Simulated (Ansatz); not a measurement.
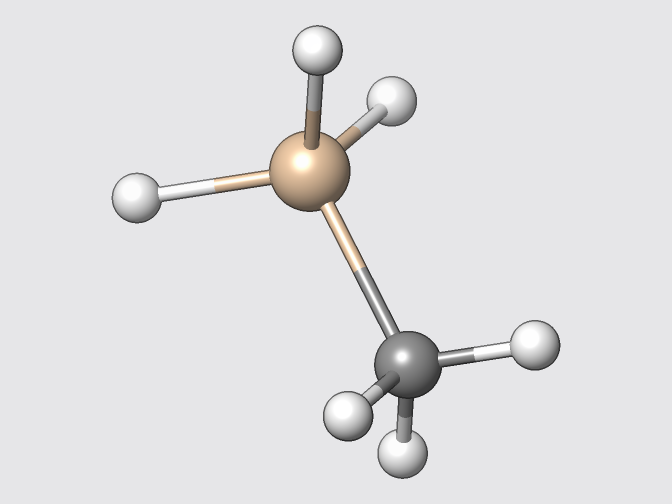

Rendered structure (ball-and-stick style). Colours: silicon light orange, hydrogen white, carbon grey.

Computed geometry: PBE0-D4/def2-TZVP optimisation.

What does the picture show?

Formula CH6Si. The point group is C3v. Coordination: 1 Si tetrahedral; 1 C tetrahedral.

More results for the same structure follow; atom numbers are the same in all pictures, views and colours differ.

Shape

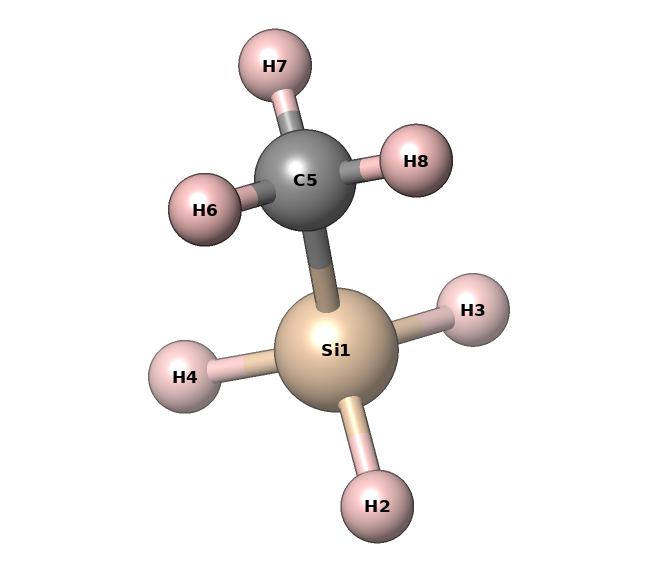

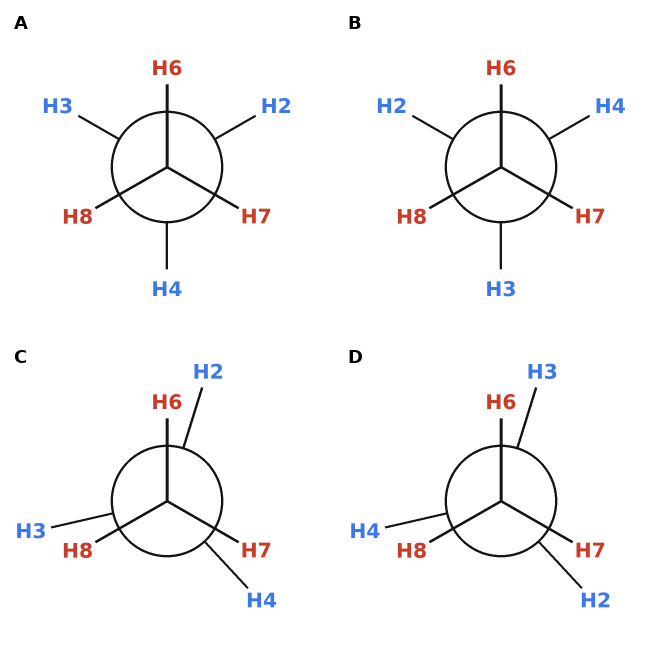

Distant atoms are faded towards the background colour. Bonds that would overlap in a projection are set slightly apart.

Which Newman projection shows the view along C5–Si1, with C5 in front?

Answer. B. The torsion angle H6–C5–Si1–H2 is −60°, synclinal (gauche).

Thermal motion

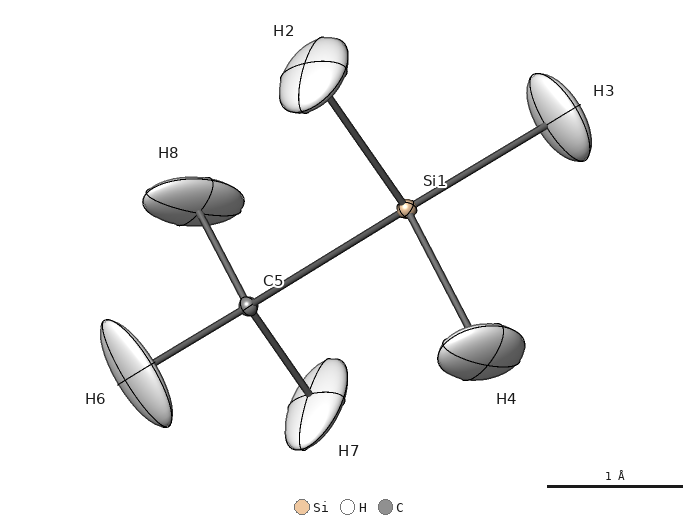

Displacement ellipsoids at the 50 % level, from the internal vibrations of the free molecule (harmonic, no overall translation or rotation; no half-axis is drawn under 0.075 Å). Vibrations computed with RKS PBE0-D4/def2-TZVP (Ansatz 0.2.0). Temperature: 600 K.

Give the displacement parameters, one line for each set of equivalent atoms.

| atom | U_eq (Å²) | rms amplitudes (Å) |
| --- | --- | --- |
| Si1 | 0.00025 | 0.013, 0.013, 0.021 |
| H2, H3, H4 | 0.0331 | 0.086, 0.185, 0.240 |
| C5 | 0.00089 | 0.022, 0.022, 0.042 |
| H6, H7, H8 | 0.0397 | 0.073, 0.161, 0.297 |

Electronic properties

Method: RKS r2SCAN-D4/def2-TZVPP (Ansatz 0.2.0).

What is the dispersion correction?

Answer. −2.3 kJ/mol.

Charges

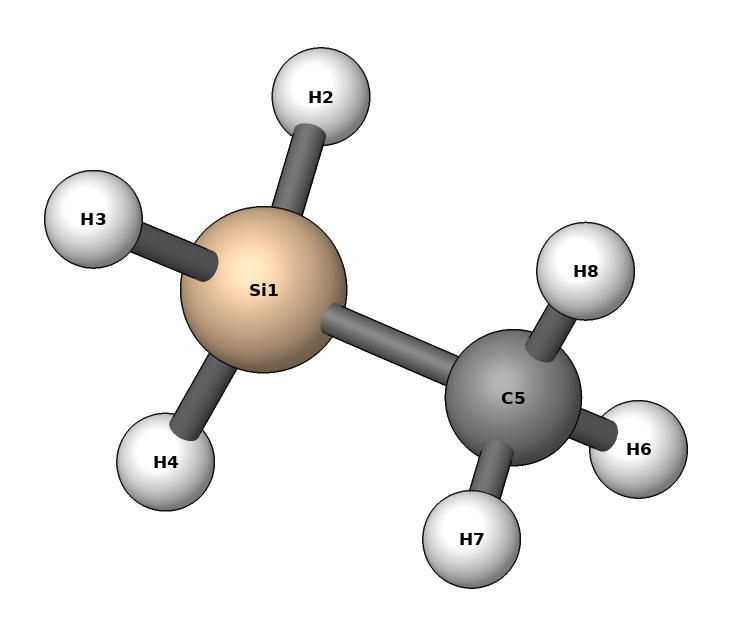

The questions are on Mulliken charges. Properties computed with RKS PBE0-D4/def2-TZVP (Ansatz 0.2.0).

Which atom carries the highest charge (most positive or least negative)?

Answer. Si1 (0.16 e).

And the lowest?

Answer. C5 (−0.50 e).

Give the Mulliken charges atom by atom.

```tsv
atom	value (e)
Si1	0.16
H2	−0.03
H3	−0.03
H4	−0.03
C5	−0.50
H6	0.14
H7	0.14
H8	0.14
```

Mulliken values depend strongly on the basis set and can even reverse the polarity of a bond.
